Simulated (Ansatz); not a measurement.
The calculation's input:

```
crystal:
  periodic: [false, false, false]
  atoms:
    - {symbol: Al, position_ang: [-1.039030, 0.442526, -0.812271]}
    - {symbol: Al, position_ang: [0.941186, -0.075846, 0.789333]}
    - {symbol: I, position_ang: [1.617771, -2.469009, 0.970970]}
    - {symbol: H, position_ang: [-1.751808, -0.732880, -1.609572]}
    - {symbol: H, position_ang: [-1.573066, 1.927323, -1.025983]}
    - {symbol: H, position_ang: [1.804937, 0.907865, 1.687535]}
basis:
  gaussian: {orbitals: def2-TZVPP}
hamiltonian: {xc: pbe0, dispersion: d4}
output: {orbitals: {seedname: orbitals}}
```

Launched as:

```sh
ansatz run in.yaml --threads 2 --pin off --events-out ev --progress --plain --max-ram 4352MiB
```

Geometry: PBE0-D4/def2-TZVP; core potentials replace the inner electrons of I.

Theory: RKS PBE0-D4/def2-TZVPP (Ansatz 0.2.0).

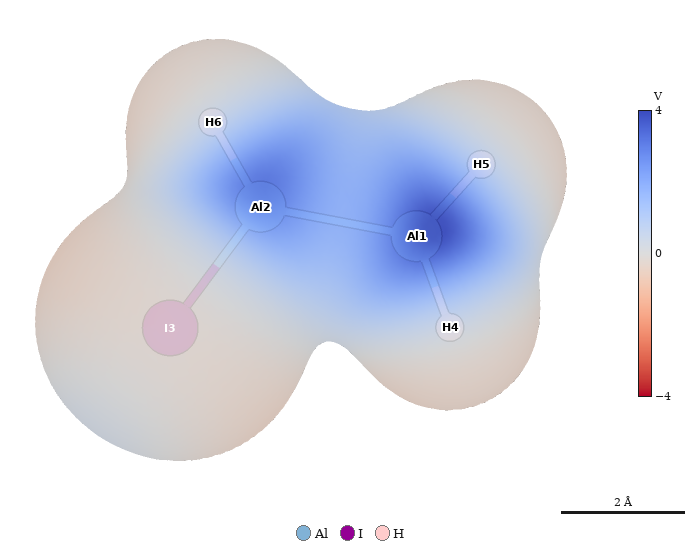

Al$_{2}$H$_{3}$I (SMILES [AlH2][AlH][I]). The electrostatic potential painted on the density surface at 0.002 e/bohr³, seen across its widest extent; the colour scale runs from red (negative) to blue (positive).

### Describe the electrostatic potential map.

The most negative region (about −0.5 V) lies over I3, the most positive (about +3.9 V) over Al1. I3 shows a σ-hole: about +0.2 V at the tip opposite its bond, against about −0.3 V on its flanks.
